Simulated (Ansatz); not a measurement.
```tsv
atom	x (Å)	y (Å)	z (Å)
W	-0.0660	0.0000	-0.0660
H	0.2933	0.0000	1.6084
H	1.6084	0.0000	0.2933
F	-0.0077	1.8480	-0.0077
F	-1.7916	0.0000	0.7411
F	-0.0077	-1.8480	-0.0077
F	0.7411	0.0000	-1.7916
```

Core potentials replace the inner electrons of W; not at a stationary point (largest force 0.5 eV/Å).

Level of theory: RKS PBE/def2-SVP in Ansatz.

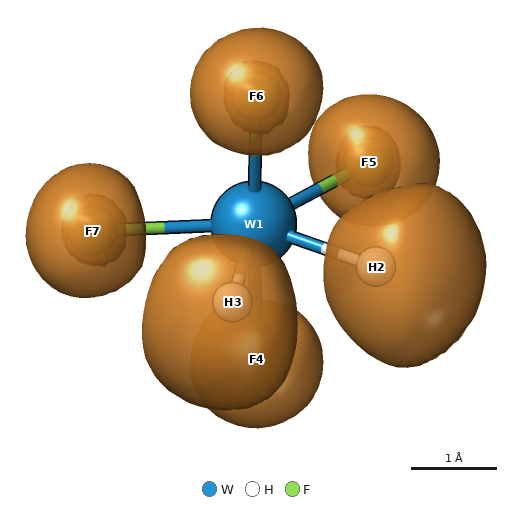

F$_{4}$H$_{2}$W. Isosurface of the electron localisation function at 0.75 (orange), seen at a tilt. Only the valence region is drawn (cores and ρ < 0.01 e/Å³ removed).

### Where are the electrons localised?

The ELF exceeds this value in two regions around hydrogen nuclei and four regions wrapped around F (the valence shell of each). Profiles from the grid: W–F (1.85 Å): the ELF peaks at about 0.85 in the valence shell of F, 0.5 Å from its nucleus, and drops to about 0.25 between the two atoms. W–H (1.71 Å): the ELF climbs to about 1 towards the hydrogen.
